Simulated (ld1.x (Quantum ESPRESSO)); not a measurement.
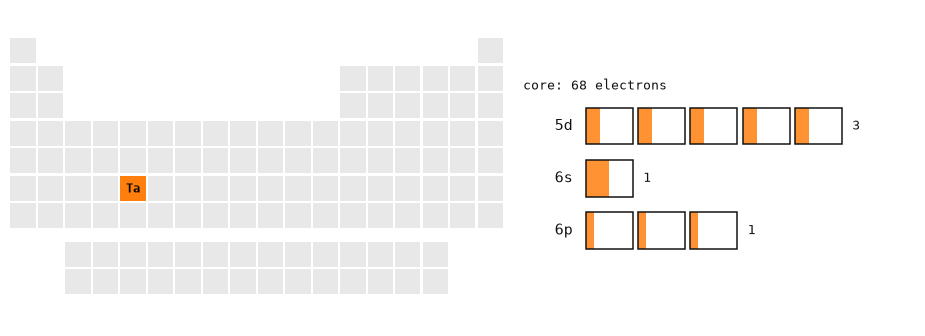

Left, the place of tantalum in the periodic table; right, the valence shells of the reference configuration: a box for each of the 2l + 1 orbitals, shaded by the share of the shell that is filled, with the electron count at the right.

**Ta: pseudopotential generation (part 1 of 2)**

Tantalum (Ta, Z = 73), core [Xe] 4f14, reference valence 5d3 6s1 6p1, valence charge 5. Computed at this level: TM potential, PBE, scalar-relativistic, made with ld1.x (Quantum ESPRESSO) 7.5.

**The input**
```
 &input
   title='Ta', zed=73., rel=1, dft='PBE', iswitch=3,
   config='[Xe] 4f14 5d3 6s1 6p1',
   nld=3, rlderiv=4.50, eminld=-2.0, emaxld=5.0, deld=0.02
 /
 &inputp
   pseudotype=2, tm=.true., lloc=-2, rcloc=2.20,
   nlcc=.false.,
   file_pseudopw='Ta.UPF', file_wfcaegen='ae.wfc', file_wfcncgen='nc.wfc', file_beta='beta', file_chi='chi'
 /
3
6S  1  0   1.00   0.00  2.60  2.60  0.0
6P  2  1   1.00   0.00  4.15  4.15  0.0
5D  3  2   3.00   0.00  2.00  2.00  0.0
 &test
   configts(1)='5d3 6s1 6p1'
 /
```

**Input of the test run**
```
 &input
   title='Ta', zed=73., rel=1, dft='PBE', iswitch=2,
   config='[Xe] 4f14 5d3 6s1 6p1'
 /
 &test
   file_pseudo='Ta.UPF', nconf=8,
   configts(1)='5d3 6s1 6p1',
   configts(2)='5d3 6s2 6p0',
   configts(3)='5d3 6s1 6p0',
   configts(4)='5d3 6s0 6p0',
   configts(5)='5d4 6s0 6p0',
   configts(6)='5d3.5 6s1.5 6p0',
   configts(7)='5d2 6s2 6p1',
   configts(8)='5d3 6s0 6p2'
 /
```

Command:
```bash
ld1.x < Ta.in > Ta.out
```

**Log**
```
     Program LD1 v.7.5
     --------------------------- All-electron run ----------------------------

     Ta
     scalar relativistic calculation

     atomic number is 73.00
     dft =PBE   lsd =0 sic =0 latt =0  beta=0.20 tr2=1.0E-14
     Exchange-correlation= PBE
                           (   1   4   3   4   0   0   0)
     mesh =1273 r(mesh) = 100.43799 a.u. xmin = -7.00 dx = 0.01250
     1 Ry =  13.60569312 eV, c = 137.03599908

     n l     nl                  e(Ry)          e(Ha)          e(eV)
     1 0     1S 1( 2.00)     -4951.8738     -2475.9369    -67373.6757
     2 0     2S 1( 2.00)      -850.8668      -425.4334    -11576.6320
     2 1     2P 1( 6.00)      -745.5883      -372.7942    -10144.2456
     3 0     3S 1( 2.00)      -195.0059       -97.5030     -2653.1910
     3 1     3P 1( 6.00)      -163.6983       -81.8492     -2227.2292
     4 0     4S 1( 2.00)       -39.8481       -19.9241      -542.1610
     4 1     4P 1( 6.00)       -29.5802       -14.7901      -402.4585
     3 2     3D 1(10.00)      -127.1928       -63.5964     -1730.5456
     5 0     5S 1( 2.00)        -5.4778        -2.7389       -74.5297
     5 1     5P 1( 6.00)        -3.0080        -1.5040       -40.9265
     4 2     4D 1(10.00)       -16.4429        -8.2215      -223.7173
     4 3     4F 1(14.00)        -1.9276        -0.9638       -26.2268
     5 2     5D 1( 3.00)        -0.3595        -0.1797        -4.8911
     6 0     6S 1( 1.00)        -0.4709        -0.2354        -6.4069
     6 1     6P 1( 1.00)        -0.1543        -0.0772        -2.0998

     final scf error:  5.8E-15 reached in  29 iterations

     Etot =  -31208.820510 Ry,  -15604.410255 Ha, -424617.634590 eV

     Ekin =   34295.915144 Ry,   17147.957572 Ha,  466619.696815 eV
     Encl =  -77075.271791 Ry,  -38537.635895 Ha,-1048662.495356 eV
     Eh   =   12200.607313 Ry,    6100.303656 Ha,  165997.719013 eV
     Exc  =    -630.071176 Ry,    -315.035588 Ha,   -8572.555061 eV

     normalization and overlap integrals

     s(1S/1S) =  1.000000  <r> =   0.0187  <r2> =    0.0005  r(max) =   0.0116
     s(2S/2S) =  1.000000  <r> =   0.0789  <r2> =    0.0074  r(max) =   0.0670
     s(2P/2P) =  1.000000  <r> =   0.0706  <r2> =    0.0061  r(max) =   0.0549
     s(3S/3S) =  1.000000  <r> =   0.2048  <r2> =    0.0479  r(max) =   0.1891
     s(3P/3P) =  1.000000  <r> =   0.2049  <r2> =    0.0487  r(max) =   0.1868
     s(4S/4S) =  1.000000  <r> =   0.4587  <r2> =    0.2376  r(max) =   0.4315
     s(4P/4P) =  1.000000  <r> =   0.4877  <r2> =    0.2706  r(max) =   0.4480
     s(3D/3D) =  1.000000  <r> =   0.1856  <r2> =    0.0404  r(max) =   0.1529
     s(5S/5S) =  1.000000  <r> =   1.1001  <r2> =    1.3609  r(max) =   0.9847
     s(5P/5P) =  1.000000  <r> =   1.2930  <r2> =    1.8990  r(max) =   1.1298
     s(4D/4D) =  1.000000  <r> =   0.5231  <r2> =    0.3173  r(max) =   0.4593
     s(4F/4F) =  1.000000  <r> =   0.6394  <r2> =    0.5208  r(max) =   0.4424
     s(5D/5D) =  1.000000  <r> =   2.1836  <r2> =    5.8395  r(max) =   1.5637
     s(6S/6S) =  1.000000  <r> =   3.2301  <r2> =   11.8838  r(max) =   2.7443
     s(6P/6P) =  1.000000  <r> =   4.6928  <r2> =   25.6012  r(max) =   3.7511

     ------------------------ End of All-electron run ------------------------

     --------------------- Generating NC pseudopotential ---------------------

      Generating local potential from pseudized AE potential:
      Matching radius rcloc =   2.2000
      Enforcing V''(0)=0 (lloc=-2)

      Local pseudo, rcloc= 2.191 Estimated cut-off energy=     6.76 Ry

      Wfc   6S  rcut= 2.610  Using Troullier-Martins method

      Wfc   6P  rcut= 4.198  Using Troullier-Martins method

      Wfc   5D  rcut= 1.983  Using Troullier-Martins method

     ------------------- End of pseudopotential generation -------------------

     --------------------------- All-electron run ----------------------------

     Ta
     scalar relativistic calculation

     atomic number is 73.00
     dft =PBE   lsd =0 sic =0 latt =0  beta=0.20 tr2=1.0E-14
     Exchange-correlation= PBE
                           (   1   4   3   4   0   0   0)
     mesh =1273 r(mesh) = 100.43799 a.u. xmin = -7.00 dx = 0.01250
     1 Ry =  13.60569312 eV, c = 137.03599908

     n l     nl                  e(Ry)          e(Ha)          e(eV)
     1 0     1S 1( 2.00)     -4951.8738     -2475.9369    -67373.6757
     2 0     2S 1( 2.00)      -850.8668      -425.4334    -11576.6320
     2 1     2P 1( 6.00)      -745.5883      -372.7942    -10144.2456
     3 0     3S 1( 2.00)      -195.0059       -97.5030     -2653.1910
     3 1     3P 1( 6.00)      -163.6983       -81.8492     -2227.2292
     4 0     4S 1( 2.00)       -39.8481       -19.9241      -542.1610
     4 1     4P 1( 6.00)       -29.5802       -14.7901      -402.4585
     3 2     3D 1(10.00)      -127.1928       -63.5964     -1730.5456
     5 0     5S 1( 2.00)        -5.4778        -2.7389       -74.5297
     5 1     5P 1( 6.00)        -3.0080        -1.5040       -40.9265
     4 2     4D 1(10.00)       -16.4429        -8.2215      -223.7173
     4 3     4F 1(14.00)        -1.9276        -0.9638       -26.2268
     5 2     5D 1( 3.00)        -0.3595        -0.1797        -4.8911
     6 0     6S 1( 1.00)        -0.4709        -0.2354        -6.4069
     6 1     6P 1( 1.00)        -0.1543        -0.0772        -2.0998

     final scf error:  5.8E-15 reached in  29 iterations

     Etot =  -31208.820510 Ry,  -15604.410255 Ha, -424617.634590 eV

     Ekin =   34295.915144 Ry,   17147.957572 Ha,  466619.696815 eV
     Encl =  -77075.271791 Ry,  -38537.635895 Ha,-1048662.495356 eV
     Eh   =   12200.607313 Ry,    6100.303656 Ha,  165997.719013 eV
     Exc  =    -630.071176 Ry,    -315.035588 Ha,   -8572.555061 eV

     normalization and overlap integrals

     s(1S/1S) =  1.000000  <r> =   0.0187  <r2> =    0.0005  r(max) =   0.0116
     s(2S/2S) =  1.000000  <r> =   0.0789  <r2> =    0.0074  r(max) =   0.0670
     s(2P/2P) =  1.000000  <r> =   0.0706  <r2> =    0.0061  r(max) =   0.0549
     s(3S/3S) =  1.000000  <r> =   0.2048  <r2> =    0.0479  r(max) =   0.1891
     s(3P/3P) =  1.000000  <r> =   0.2049  <r2> =    0.0487  r(max) =   0.1868
     s(4S/4S) =  1.000000  <r> =   0.4587  <r2> =    0.2376  r(max) =   0.4315
     s(4P/4P) =  1.000000  <r> =   0.4877  <r2> =    0.2706  r(max) =   0.4480
     s(3D/3D) =  1.000000  <r> =   0.1856  <r2> =    0.0404  r(max) =   0.1529
     s(5S/5S) =  1.000000  <r> =   1.1001  <r2> =    1.3609  r(max) =   0.9847
     s(5P/5P) =  1.000000  <r> =   1.2930  <r2> =    1.8990  r(max) =   1.1298
     s(4D/4D) =  1.000000  <r> =   0.5231  <r2> =    0.3173  r(max) =   0.4593
     s(4F/4F) =  1.000000  <r> =   0.6394  <r2> =    0.5208  r(max) =   0.4424
     s(5D/5D) =  1.000000  <r> =   2.1836  <r2> =    5.8395  r(max) =   1.5637
     s(6S/6S) =  1.000000  <r> =   3.2301  <r2> =   11.8838  r(max) =   2.7443
     s(6P/6P) =  1.000000  <r> =   4.6928  <r2> =   25.6012  r(max) =   3.7511

     ------------------------ End of All-electron run ------------------------

     Computing logarithmic derivative in   4.49655
     Computing logarithmic derivative in   4.49655
     Computing the partial wave expansion
     R is outside the sphere for l=    0 j= 0.00
     R is outside the sphere for l=    1 j= 0.00
     R is outside the sphere for l=    2 j= 0.00

     ---------------------- Testing the pseudopotential ----------------------

     Ta
     scalar relativistic calculation

     atomic number is 73.00   valence charge is  5.00
     dft =PBE   lsd =0 sic =0 latt =0  beta=0.20 tr2=1.0E-14
     mesh =1273 r(mesh) = 100.43799 xmin = -7.00 dx = 0.01250

     n l     nl             e AE (Ry)        e PS (Ry)    De AE-PS (Ry)
     3 2     5D   1( 3.00)       -0.35949       -0.35949       -0.00000
     1 0     6S   1( 1.00)       -0.47090       -0.47090        0.00000
     2 1     6P   1( 1.00)       -0.15433       -0.15433        0.00000

     eps = 2.3E-15  iter = 11

     Etot =  -31208.820510 Ry,  -15604.410255 Ha, -424617.634590 eV
     Etotps =    -9.056418 Ry,      -4.528209 Ha,    -123.218849 eV

     Ekin =       8.986203 Ry,       4.493102 Ha,     122.263524 eV
     Encl =     -21.654352 Ry,     -10.827176 Ha,    -294.622463 eV
     Ehrt =       8.030182 Ry,       4.015091 Ha,     109.256194 eV
     Ecxc =      -2.311462 Ry,      -1.155731 Ha,     -31.449041 eV
     Epseu=      -2.106990 Ry,      -1.053495 Ha,     -28.667062 eV

     ---------------------- End of pseudopotential test ----------------------
```

**Output of the test run (extracts)**
```
     ---------------------- Testing the pseudopotential ----------------------

     Ta
     scalar relativistic calculation

     atomic number is 73.00   valence charge is  5.00
     dft =PBE   lsd =0 sic =0 latt =0  beta=0.20 tr2=1.0E-14
     mesh =1273 r(mesh) = 100.43799 xmin = -7.00 dx = 0.01250

     n l     nl             e AE (Ry)        e PS (Ry)    De AE-PS (Ry)
     3 2     5D   1( 3.00)       -0.35949       -0.35949       -0.00000
     1 0     6S   1( 1.00)       -0.47090       -0.47090        0.00000
     2 1     6P   1( 1.00)       -0.15433       -0.15433        0.00000

     eps = 8.6E-15  iter =  7

     Etot =  -31208.820510 Ry,  -15604.410255 Ha, -424617.634589 eV
     Etotps =    -9.056418 Ry,      -4.528209 Ha,    -123.218843 eV

     Ekin =       8.986204 Ry,       4.493102 Ha,     122.263529 eV
     Encl =     -21.654352 Ry,     -10.827176 Ha,    -294.622462 eV
     Ehrt =       8.030182 Ry,       4.015091 Ha,     109.256193 eV
     Ecxc =      -2.311462 Ry,      -1.155731 Ha,     -31.449041 eV
     Epseu=      -2.106990 Ry,      -1.053495 Ha,     -28.667062 eV

     ---------------------- End of pseudopotential test ----------------------

     ---------------------- Testing the pseudopotential ----------------------

     Ta
     scalar relativistic calculation

     atomic number is 73.00   valence charge is  5.00
     dft =PBE   lsd =0 sic =0 latt =0  beta=0.20 tr2=1.0E-14
     mesh =1273 r(mesh) = 100.43799 xmin = -7.00 dx = 0.01250

     n l     nl             e AE (Ry)        e PS (Ry)    De AE-PS (Ry)
     3 2     5D   1( 3.00)       -0.26390       -0.26373       -0.00018
     1 0     6S   1( 2.00)       -0.40000       -0.40111        0.00111
     2 1     6P   1( 0.00)       -0.10225       -0.10233        0.00008

     eps = 5.7E-15  iter = 17

     Etot =  -31209.127623 Ry,  -15604.563811 Ha, -424621.813070 eV
     Etotps =    -9.364210 Ry,      -4.682105 Ha,    -127.406573 eV
     dEtot_ae =      -0.307113 Ry
     dEtot_ps =      -0.307792 Ry,   Delta E=       0.000680 Ry

     Ekin =       8.628239 Ry,       4.314120 Ha,     117.393177 eV
     Encl =     -22.208426 Ry,     -11.104213 Ha,    -302.161030 eV
     Ehrt =       8.484614 Ry,       4.242307 Ha,     115.439060 eV
     Ecxc =      -2.430331 Ry,      -1.215165 Ha,     -33.066336 eV
     Epseu=      -1.838307 Ry,      -0.919154 Ha,     -25.011444 eV

     ---------------------- End of pseudopotential test ----------------------

     ---------------------- Testing the pseudopotential ----------------------

     Ta
     scalar relativistic calculation

     atomic number is 73.00   valence charge is  5.00
     dft =PBE   lsd =0 sic =0 latt =0  beta=0.20 tr2=1.0E-14
     mesh =1273 r(mesh) = 100.43799 xmin = -7.00 dx = 0.01250

     n l     nl             e AE (Ry)        e PS (Ry)    De AE-PS (Ry)
     3 2     5D   1( 3.00)       -0.77071       -0.76917       -0.00154
     1 0     6S   1( 1.00)       -0.85403       -0.85301       -0.00102
     2 1     6P   1( 0.00)       -0.48603       -0.48559       -0.00044

     eps = 5.9E-15  iter = 31

     Etot =  -31208.505287 Ry,  -15604.252643 Ha, -424613.345757 eV
     Etotps =    -8.741188 Ry,      -4.370594 Ha,    -118.929916 eV
     dEtot_ae =       0.315223 Ry
     dEtot_ps =       0.315230 Ry,   Delta E=      -0.000007 Ry

     Ekin =       9.075183 Ry,       4.537592 Ha,     123.474157 eV
     Encl =     -19.639545 Ry,      -9.819772 Ha,    -267.209622 eV
     Ehrt =       6.182250 Ry,       3.091125 Ha,      84.113797 eV
     Ecxc =      -2.064698 Ry,      -1.032349 Ha,     -28.091643 eV
     Epseu=      -2.294378 Ry,      -1.147189 Ha,     -31.216604 eV

     ---------------------- End of pseudopotential test ----------------------

     ---------------------- Testing the pseudopotential ----------------------

     Ta
     scalar relativistic calculation

     atomic number is 73.00   valence charge is  5.00
     dft =PBE   lsd =0 sic =0 latt =0  beta=0.20 tr2=1.0E-14
     mesh =1273 r(mesh) = 100.43799 xmin = -7.00 dx = 0.01250

     n l     nl             e AE (Ry)        e PS (Ry)    De AE-PS (Ry)
     3 2     5D   1( 3.00)       -1.34589       -1.33842       -0.00747  !
     1 0     6S   1( 0.00)       -1.35483       -1.34078       -0.01405  !
     2 1     6P   1( 0.00)       -0.92183       -0.91423       -0.00760  !

     eps = 3.9E-15  iter =  7

     Etot =  -31207.404855 Ry,  -15603.702428 Ha, -424598.373628 eV
     Etotps =    -7.646472 Ry,      -3.823236 Ha,    -104.035550 eV
     dEtot_ae =       1.415655 Ry
     dEtot_ps =       1.409946 Ry,   Delta E=       0.005708 Ry

     Ekin =       9.512502 Ry,       4.756251 Ha,     129.424180 eV
     Encl =     -16.627579 Ry,      -8.313790 Ha,    -226.229743 eV
     Ehrt =       4.116495 Ry,       2.058248 Ha,      56.007768 eV
     Ecxc =      -1.688107 Ry,      -0.844054 Ha,     -22.967872 eV
     Epseu=      -2.959782 Ry,      -1.479891 Ha,     -40.269884 eV

     ---------------------- End of pseudopotential test ----------------------
```

(Continued in part 2.) Outcome of the run: generated, with a spurious state above the valence levels.
